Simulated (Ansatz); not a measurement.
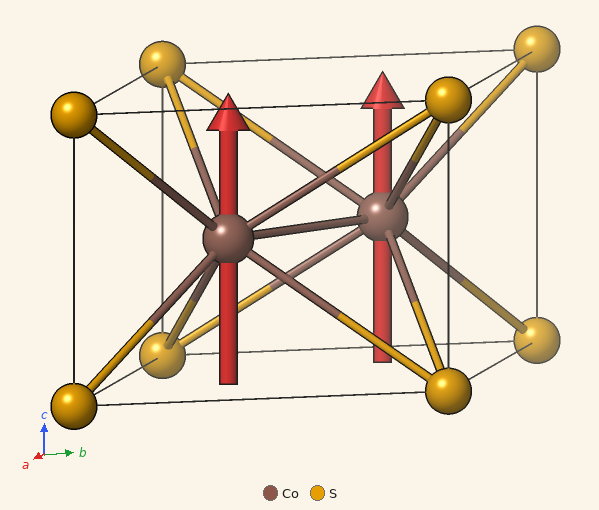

This ball-and-stick model is shown slightly off an axis. Atoms at the boundary of the simulation cell (the box) are drawn once for each face, edge or corner they touch. Arrows are the site magnetic moments above 0.25 μB (those induced on non-metal atoms are left out); longer means larger, and red and blue are up and down (without spin-orbit coupling the axis itself is arbitrary).

This is the state reached for Co$_{2}$S. Results below were computed with Ansatz, DFT PBE, scalar-relativistic, plane waves, PAW; the settings were plane-wave cutoff 420 eV, 12×12×16 k-mesh, Gaussian smearing of 0.1 eV, collinear spins.

Question: Classify the order and state the moments.

Answer: Ferromagnetic (within this cell). Site moments: 2 Co +1.8 μB. The net spin moment of the whole cell is 3.8 μB.

Its origin is a textbook structure type filled with these elements (whether it is the usual form wasn't checked). Relaxation method: Ansatz 0.2.0, DFT PBE, scalar-relativistic, plane waves, PAW.
